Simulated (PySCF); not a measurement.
# singlet CH5OSi+ at 6 levels

Aim: a comparison of 6 runs (M06-2X/def2-SVPD, M06-L/def2-SVPD, PBE/def2-SVPD, PBE0/def2-SVPD, SVWN5/def2-SVPD, r2SCAN/def2-SVPD) of singlet CH5OSi+. The job is set up through a Python script.

Program for the calculation: PySCF 2.14.0.

3 further runs of the same task are left out: 3 set aside as unsound or not needed. Runs told in other sessions of the task aren't counted.

## (1) The system as given

The species is CH5OSi+ (8 atoms), meant as a singlet with charge +1. SMILES of the parent species: `[CH2][SiH2]O`. Geometry: relaxed at PBE0-D4/def2-TZVP. This is one conformer, not always the lowest. That shape belongs to the parent species and isn't relaxed for this state.

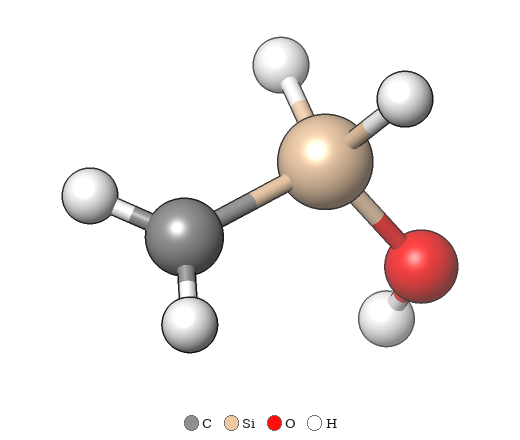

The structure, seen from a chosen angle (carbon grey, silicon light orange, oxygen red, hydrogen white).

## (2) A single-point energy at M06-2X/def2-SVPD (run 1)

job.py reads:

```python
from pyscf import gto, dft

mol = gto.M(
    atom='''
C     -1.627999     0.978500    -1.495529
Si     1.235881    -0.009827     0.209949
O      0.572209    -1.368918     2.937390
H     -1.834546     0.787638    -3.528119
H     -3.218393     1.873663    -0.554257
H      2.826274     2.194161     0.908202
H      2.704198    -1.723997    -1.473608
H     -0.483392    -2.838936     2.890147
''',
    unit='bohr',
    charge=1,
    spin=0,
    verbose=4,
    basis='def2-svpd',
    max_memory=1860,
)

mf = dft.RKS(mol, xc='m06-2x')
mf.grids.level = 5
mf.conv_tol = 1e-10
mf.kernel()
if not mf.converged:
    mf = mf.newton().run(mf.mo_coeff, mf.mo_occ)

e_final = mf.e_tot
print(f'total energy: {e_final:.8f} hartree')
```

The run is started by

```
$ OMP_NUM_THREADS=1 python job.py
```

What it wrote:

```text
PySCF version 2.14.0

[... 83 lines left out ...]
converged SCF energy = -405.212900088123
total energy: -405.21290009 hartree
```

Run time: 21 s. Hardware: 1 thread of AMD EPYC 9R45 (Zen 5), shared host; peak memory 0.59 GiB.

## (3) A single-point energy at M06-L/def2-SVPD (run 2)

input.xyz reads:

```xyz
8
CH5OSi
C     -0.861500     0.517800    -0.791400
Si     0.654000    -0.005200     0.111100
O      0.302800    -0.724400     1.554400
H     -0.970800     0.416800    -1.867000
H     -1.703100     0.991500    -0.293300
H      1.495600     1.161100     0.480600
H      1.431000    -0.912300    -0.779800
H     -0.255800    -1.502300     1.529400
```

run.py reads:

```python
from pyscf import gto, dft

mol = gto.Mole()
mol.atom = 'input.xyz'
mol.spin = 0
mol.charge = 1
mol.verbose = 3
mol.basis = 'def2-svpd'
mol.max_memory = 1860
mol.build()

mf = dft.RKS(mol)
mf.xc = 'm06-l'
mf.conv_tol = 1e-10
mf.grids.level = 5
mf.kernel()
if not mf.converged:
    mf = mf.newton().run(mf.mo_coeff, mf.mo_occ)

e_final = mf.e_tot
print('E = %.10f Eh' % e_final)
```

The run is started by

```
$ OMP_NUM_THREADS=1 python run.py
```

What it wrote:

```text
converged SCF energy = -405.274614958118
E = -405.2746149581 Eh
```

Wall time 21 s (1 thread of AMD EPYC 9R45 (Zen 5), shared host); peak memory 0.59 GiB.

Runs 3 to 5 aren't shown in full; the table further down has their settings and results.

## (4) A single-point energy at r2SCAN/def2-SVPD (run 6)

input.py reads:

```python
from pyscf import gto, dft

mol = gto.M(
    atom='''
C     -0.861500     0.517800    -0.791400
Si     0.654000    -0.005200     0.111100
O      0.302800    -0.724400     1.554400
H     -0.970800     0.416800    -1.867000
H     -1.703100     0.991500    -0.293300
H      1.495600     1.161100     0.480600
H      1.431000    -0.912300    -0.779800
H     -0.255800    -1.502300     1.529400
''',
    basis='def2-svpd',
    charge=1,
    max_memory=1860,
    verbose=4,
)

ks = dft.RKS(mol, xc='r2scan')
ks.grids.level = 5
ks.conv_tol = 1e-10
ks.kernel()
if not ks.converged:
    ks = ks.newton().run(ks.mo_coeff, ks.mo_occ)

e_final = ks.e_tot
print('E = %.10f Eh' % e_final)
```

The run is started by

```
$ OMP_NUM_THREADS=1 python input.py
```

What it wrote:

```text
PySCF version 2.14.0

[... 85 lines left out ...]
converged SCF energy = -405.197653851
E = -405.1976538510 Eh
```

Run time: 21 s. Hardware: 1 thread of AMD EPYC 9R45 (Zen 5), shared host; peak memory 0.59 GiB.

## (5) Overview of the runs

```tsv
run	level	energy (Eh)	HOMO energy (eV)	LUMO energy (eV)	HOMO–LUMO gap (eV)	wall time
1	M06-2X/def2-SVPD	-405.212900	-15.94	-10.65	5.30	21 s
2	M06-L/def2-SVPD	-405.274615	-13.51	-12.30	1.21	21 s
3	PBE/def2-SVPD	-405.001256	-13.41	-12.50	0.92	11 s
4	PBE0/def2-SVPD	-405.031776	-14.65	-11.73	2.92	11 s
5	SVWN5/def2-SVPD	-403.193270	-13.54	-12.63	0.91	6.9 s
6	r2SCAN/def2-SVPD	-405.197654	-13.62	-12.41	1.21	21 s
```

## (6) Results

| quantity | value |
| --- | --- |
| run 6: total energy | -405.19765 Eh |
| run 6: HOMO energy | -13.62 eV |
| run 6: LUMO energy | -12.41 eV |
| run 6: HOMO–LUMO gap | 1.21 eV |

The HOMO–LUMO gap runs from 0.91 eV (SVWN5/def2-SVPD) to 5.30 eV (M06-2X/def2-SVPD). Totals of different functionals can't be ranked against each other. All runs together took 91 s, the longest 21 s.
